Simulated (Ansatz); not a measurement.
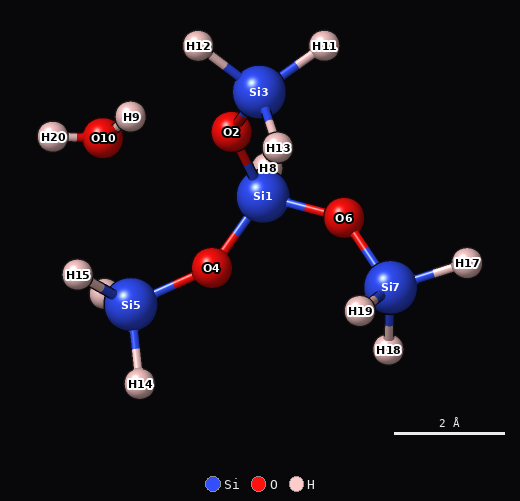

Figure 1. The structure as given in the input (ball-and-stick view, seen at a tilt; atoms are numbered from 1 in the order of the input). Bond lengths as drawn: H–O 0.96 Å, H–Si 1.47 to 1.49 Å and O–Si 1.61 to 1.65 Å.

## Single-point calculation of Si4H12O4

System: Si4H12O4.
Method: RKS PBE0-D4/def2-TZVPP (Ansatz 0.2.0).

The geometry is the reactant side of a reaction. The reaction was set up to form Si1–O10 and O2–H9 and to break Si1–O2 and H9–O10 (atoms counted from 1 in the order of the input); sticks are drawn by distance alone. The geometry comes from this level: PBE0-D4/def2-TZVP.

**Input**
```yaml
crystal:
  periodic: [false, false, false]
  atoms:
    - {symbol: Si, position_ang: [-0.802444, -0.330605, 0.232408]}
    - {symbol: O, position_ang: [-0.384644, -0.278735, -1.351638]}
    - {symbol: Si, position_ang: [0.444009, -1.264287, -2.380369]}
    - {symbol: O, position_ang: [-0.002935, 0.802059, 1.059389]}
    - {symbol: Si, position_ang: [0.304923, 2.397494, 1.289356]}
    - {symbol: O, position_ang: [-0.366211, -1.785897, 0.806769]}
    - {symbol: Si, position_ang: [0.607451, -2.475454, 1.935029]}
    - {symbol: H, position_ang: [-2.256437, -0.161911, 0.343358]}
    - {symbol: H, position_ang: [-1.059094, 1.641983, -1.783011]}
    - {symbol: O, position_ang: [-1.446157, 2.386243, -1.307977]}
    - {symbol: H, position_ang: [-0.336091, -2.494941, -2.660046]}
    - {symbol: H, position_ang: [0.647015, -0.502612, -3.636981]}
    - {symbol: H, position_ang: [1.760273, -1.632672, -1.800602]}
    - {symbol: H, position_ang: [1.164641, 2.482532, 2.497892]}
    - {symbol: H, position_ang: [1.057873, 2.959871, 0.140077]}
    - {symbol: H, position_ang: [-0.940116, 3.164805, 1.523351]}
    - {symbol: H, position_ang: [0.378728, -3.939568, 1.888709]}
    - {symbol: H, position_ang: [0.278803, -1.958640, 3.287577]}
    - {symbol: H, position_ang: [2.031942, -2.185016, 1.630307]}
    - {symbol: H, position_ang: [-1.081629, 3.175451, -1.713699]}
basis:
  gaussian: {orbitals: def2-TZVPP}
hamiltonian: {xc: pbe0, dispersion: d4}
output: {orbitals: {seedname: orbitals}}
```

Machine: 4 CPU threads, shared host.

Run as:
```bash
ansatz run in.yaml --threads 4 --pin off --events-out ev --progress --plain --max-ram 63488MiB --backend cuda --devices 0, --max-vram 37GiB
```

**The program's output**
```
Functional definition: PBE0
  name "PBE0"
  cite "Adamo & Barone, J. Chem. Phys. 110, 6158 (1999) doi:10.1063/1.478522"
  cite "Perdew, Burke & Ernzerhof, Phys. Rev. Lett. 77, 3865 (1996) doi:10.1103/PhysRevLett.77.3865"
  parent pbe
  parameter a = 0.25
  parameter kappa = 0.804
  parameter beta = 0.06672455060314922
  exchange = (1 - a)*pbe_x(kappa = kappa, mu = beta*pi^2/3) + a*exact_x
  correlation = pbe_c(beta = beta)
2476 factors; their error is unknown
mean field evaluation 1: about -39869.7346 eV, gradient 9.7e1 eV
mean field evaluation 2: about -39846.5708 eV, gradient 1.5e2 eV
mean field evaluation 4: about -39883.8967 eV, gradient 5.4e0 eV
mean field evaluation 8: about -39883.9434 eV, gradient 4.4e-2 eV
mean field evaluation 16: about -39884.0278 eV, gradient 4.5e-5 eV
mean field -39884.02782480 eV, -1465.7109881963 hartree, gradient 4.5e-5 eV, S^2 0.000000; 0 other end points of the search recorded, 0 dependent functions left out
reference -39884.02787451 eV, -1465.7109900231 hartree; 50, 50 occupied and 410, 410 virtual orbitals, 2476 factors
Total energy: -39884.53033851 eV, -1465.7294552345 hartree
```

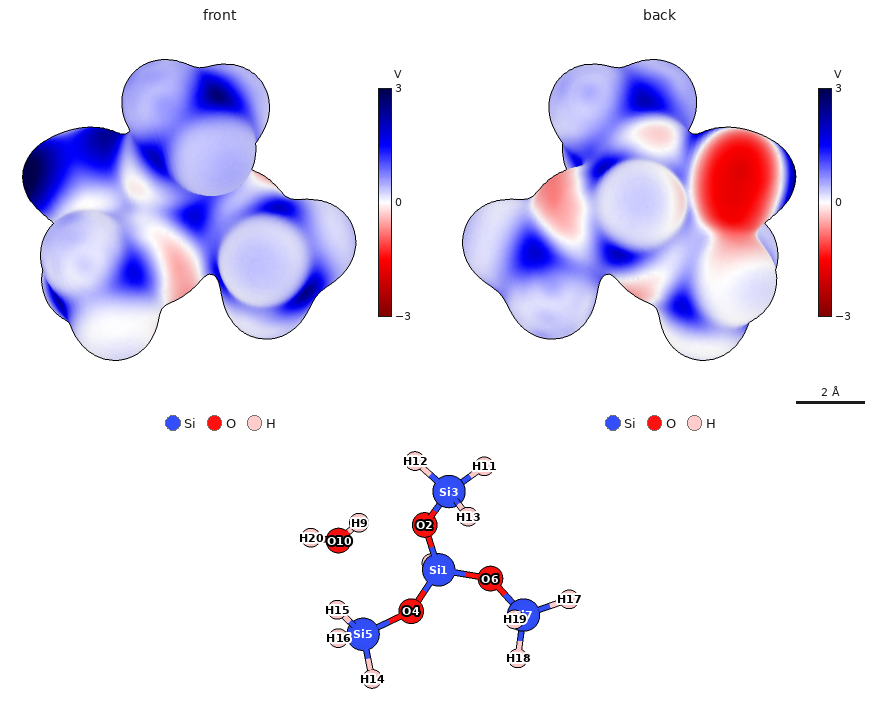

Figure 2. The molecular electrostatic potential painted on the density surface at 0.004 e/bohr³, seen at a tilt and from behind; red is negative and blue positive. The bare structure is drawn below in the same view.

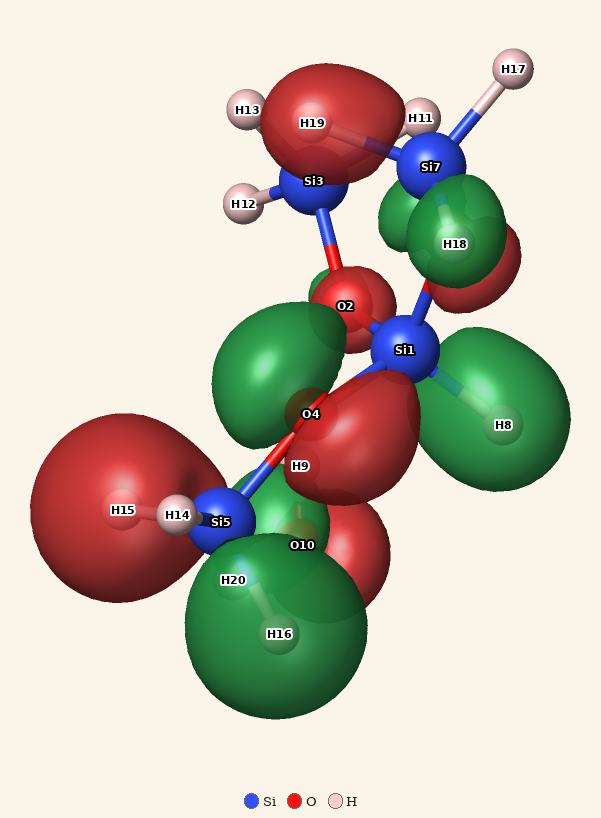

Figure 3. The HOMO−1 at ±0.08 Å⁻³ᐟ² (green and red are the two phases), seen at an oblique angle. It lies mainly on O4 (20 %), Si5 (20 %), H15 (15 %), H16 (10 %) and O10 (10 %). Its energy is −8.90 eV.

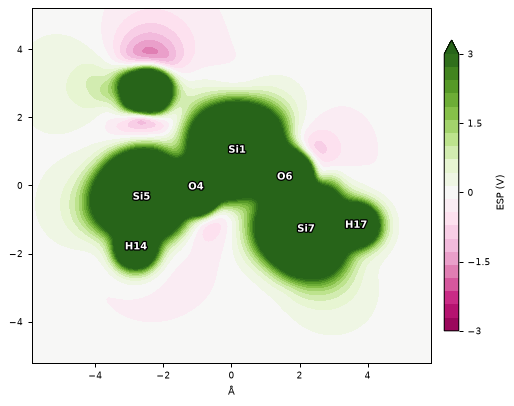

Figure 4. Molecular electrostatic potential on the plane of atoms Si1, O4 and Si5. The section cuts through Si, O and H sites.

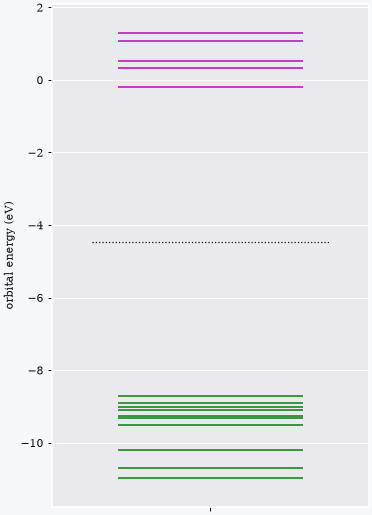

Figure 5. Orbital energies near the frontier; the dotted line parts filled from empty levels, and levels within 0.02 eV of each other stand side by side. Highest filled −8.72 eV, lowest empty −0.19 eV, 8.53 eV apart.

**Results in brief**

```tsv
quantity	value
outcome	converged
total energy	−39884.5303 eV
mean-field energy	−39884.0279 eV
dispersion energy	−0.5025 eV
SCF solution under orbital rotations	stable
HOMO	−8.72 eV
LUMO	−0.19 eV
wall time	4 s (CPU time 5.6 s)
peak memory	1.3 GiB
```
